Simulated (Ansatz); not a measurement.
Electronic density of states of amorphous Si$_{20}$Hf$_{4}$O$_{48}$, density 3.13 g/cm³, on a 2×2×2 Γ-centred mesh with a Gaussian width of 0.1 eV; energies count from the Fermi level, whose place inside the gap is arbitrary. Cell and mesh are small, so fine structure isn't converged. Computed with PBE, scalar-relativistic without spin-orbit coupling (plane waves to 420 eV, PAW; Ansatz, a program for electronic structure). Sampling: a 2×2×2 Γ-centred mesh; Fermi-Dirac width 0.02 eV; no spin polarisation. At PBE the levels at both edges of the gap are localised (band-tail or defect states), and the nearest spread-out levels lie 5.2 eV apart at the zone centre.

It comes from a melt-quench run on a machine-learned potential (CHGNet), relaxed afterwards by DFT. O atoms were pushed apart under 1.9 Å during the dynamics, to hinder bonds among them. The hot cell started wider than the set density and was brought back towards it in steps. It is the lowest in DFT energy of 2 quenches. It is a model cell: composition and starting density were chosen by hand, and all elements were melted together. No dispersion term was used. Its density started from a set value of 3.33 and ended at 3.13 g/cm³. The simulated quench (nominally 470 K/ps over its main leg) is rapid and tends to freeze in more defects than a deposited or slowly cooled glass has. Values belong to this one cell and scatter from quench to quench. Volume and shape were free in the relaxation.

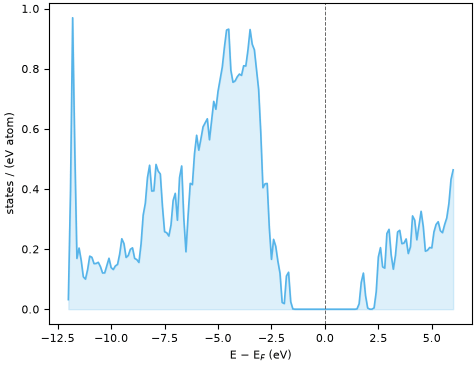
*Density of states per atom*

The gap between localised states on this mesh is 3.45 eV; the broadening fills part of it in the curve.
